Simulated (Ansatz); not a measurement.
# Monolayer T-PtSe2 in a field along the normal: induced dipole (PBEsol)

A gate puts a field across monolayer T-PtSe2. How large is the induced dipole, and what happens to the gap?

All values are computed: Ansatz 0.2.0, PBEsol, plane waves, no spin–orbit coupling; sawtooth field with a dipole correction, atoms held at their zero-field places, cell area 12.01 Å². The field is the one in the vacuum. Energy changes count from the zero-field run.

| field (V/Å) | dipole (e·Å) | energy change (meV) | gap on the path (eV) |
| --- | --- | --- | --- |
| 0.05 | 0.016 | -0.4 | 1.37 |
| 0.1 | 0.032 | -1.6 | 1.37 |
| 0.2 | 0.064 | -6.4 | 1.37 |
| 0.3 | ? | ? | ? |
| 0.4 | 0.128 | -25.6 | 1.37 |

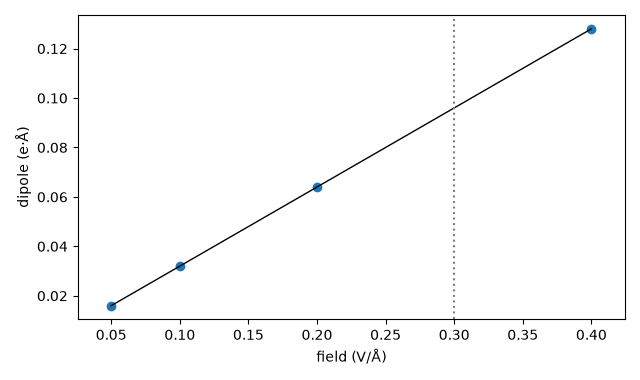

The shown rows (points), the fit (line) and the place of the withheld row (dotted).

**Fit.** A least-squares line through the shown values, as rounded, is dipole = 0.000 + 0.32 × field (V/Å); it misses them by 0.000 e·Å at most. The fit misses the rows by 0.000 e·Å on average, and their plain mean by 0.036 e·Å, so the fit does better. The slope is the electronic polarisability of the cell, α = 0.32 e·Å²/V. It also sets the energy, −αF²/2 for a sheet without a dipole of its own: -25.6 meV at 0.4 V/Å. From the weakest to the strongest field the gap on the path changes by +0.00 eV.

**The withheld row.** The prediction is 0.000 + 0.32 × (0.3) = 0.096 e·Å. The run gave dipole 0.096 e·Å, energy change -14.4 meV, gap on the path 1.37 eV. The miss in dipole is +0.000 e·Å, within the scatter of the fitted rows. The mean of the shown rows would have missed by +0.036 e·Å.

Ions don't move, so the lattice part of the screening is missing; semilocal functionals overestimate polarisabilities somewhat.
